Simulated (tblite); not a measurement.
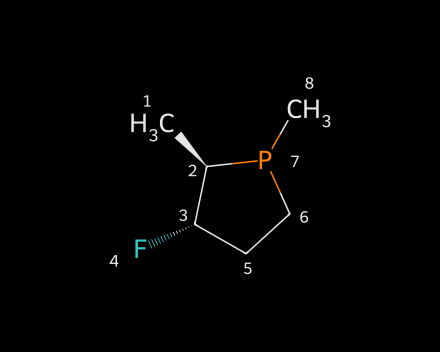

Skeletal drawing with numbered atoms; wedges and dashes mark any stereocentres. The configuration is that of a computed structure (GFN2-xTB).

Assign CIP descriptors.

C2: R; C3: S.
